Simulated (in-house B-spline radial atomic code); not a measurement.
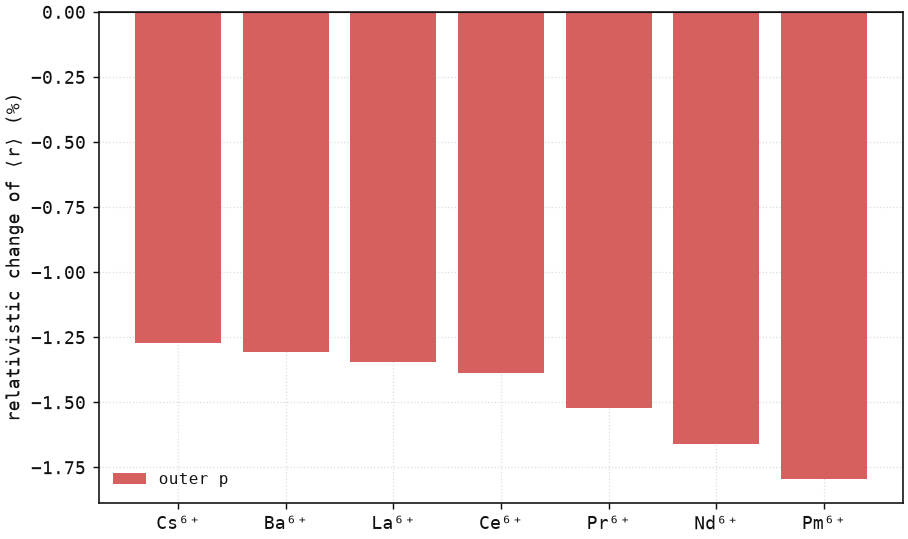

The effect of relativity on the mean radius of the outermost shell, taken as the one with the largest non-relativistic radius (j-weighted means). It refers to Cs⁶⁺, Ba⁶⁺, La⁶⁺, Ce⁶⁺, Pr⁶⁺, Nd⁶⁺ and Pm⁶⁺. Level of theory: Hartree–Fock, non-relativistic against Dirac–Coulomb; calculated with a radial B-spline solver.

Does any expand?

No.

Which outermost shell contracts most?

Pm⁶⁺ (5p, 1.52 to 1.49 bohr, −1.8 %).
